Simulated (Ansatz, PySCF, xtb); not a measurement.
CH5N (SMILES CN) and CH4S (SMILES CS) are pulled apart as rigid monomers along the line of their centres of mass, from the B3LYP-D3(BJ)/def2-TZVP minimum. Starting geometry (charge 0, multiplicity 1):
```xyz
13

C      0.418     0.390     0.463
N     -0.362    -0.817     0.738
H      1.425     0.262     0.862
H     -0.035     1.233     0.987
H      0.503     0.649    -0.599
H      0.070    -1.636     0.327
H     -1.295    -0.743     0.350
C      1.169     0.094     4.283
S     -0.639    -0.089     4.129
H      1.557     0.812     3.563
H      1.366     0.465     5.287
H      1.672    -0.864     4.160
H     -0.632    -0.583     2.868
```

Interaction energies with rigid monomers; basis-set methods are counterpoise corrected unless marked otherwise.

Cores are frozen in the correlated methods. Rows in 6-311+G**, 6-31G* carry no dispersion term and start afresh at each structure (6-31G* with six Cartesian d functions).

Run with Ansatz (an electronic-structure program) with Gaussian orbitals; PySCF for 6-311+G** rows, 6-31G* rows, the dispersion terms; xtb for the GFN methods. 

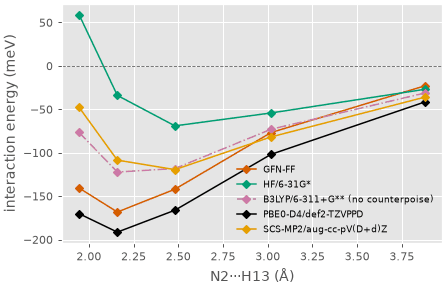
*Interaction energy against separation*

**Question.** Which level binds most strongly at N2···H13 = 2.16, and by how much?

**Answer.** PBE0-D4/def2-TZVPPD, -191 meV.
